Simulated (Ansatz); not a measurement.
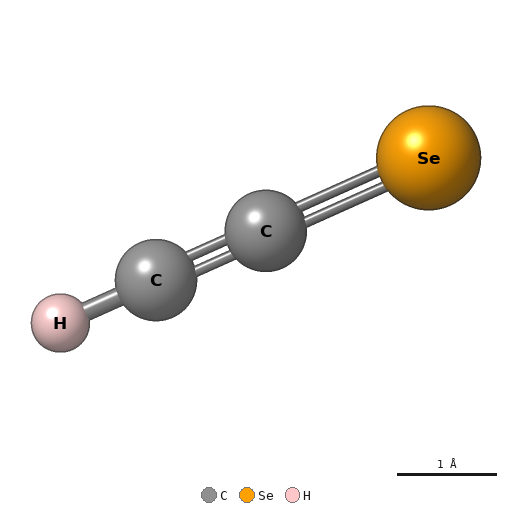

Depth is shown by fading: the farther an atom, the more it takes the colour of the background. Charge −1, singlet. Computed geometry: PBE0-D4/def2-TZVPD optimisation. No frequency run is at hand to confirm it as a minimum. Masses are those of the most abundant isotopes; constants are for the rigid equilibrium geometry.

> What kind of rotor is it, and what are its rotational constants in MHz?

A linear rotor (C∞v) with B = 3901 MHz.
